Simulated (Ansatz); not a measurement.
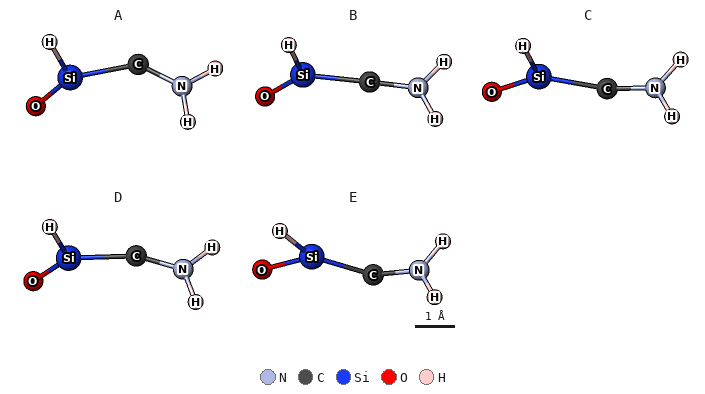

5 geometries from one relaxation of CH₃NOSi, in shuffled order. A ball-and-stick model, seen from a free direction.

The run prepares an end point of a later path (hydrogen shift) calculation, from a guessed geometry.

Method: UKS PBE-D4/6-31G (Ansatz 0.2.0). Settings: collinear spin; force threshold 0.02 eV/Å; at most 50 steps.

Put them in the order of the run, from the start to the converged end.

Answer. E, C, B, D, A. They are steps 0, 2, 7, 10, 18, at +1.806 eV, +0.439 eV, +0.071 eV, +0.051 eV relative to the last. The largest move after the best rigid fit is that of the C atom, 0.81 Å. By element the largest moves are C 0.81 Å, O 0.57 Å, H 0.41 Å, Si 0.19 Å, N 0.08 Å. Some distances before and after: C–Si 1.736 → 1.828 Å, H–Si 1.440 → 1.520 Å, C–N 1.323 → 1.302 Å, H–N 1.014 → 1.035 Å. Bond angles that change, for instance: C–Si–H 146.1° → 106.7°, O–Si–H 90.3° → 125.3°, C–N–H 122.2° → 126.1°. Groups turn about C–Si by about 105°, C–N by about 95°. Over 16 accepted moves (18 points after the start) the energy falls by 1.806 eV. The largest force component goes from 2 to 0.012 eV/Å. The line search rejected the trial steps at points 5, 14 of the run. The run took 36 s on 1 thread of Intel(R) Xeon(R) 6975P-C (Granite Rapids) (shared host), peak memory 0.18 GiB.
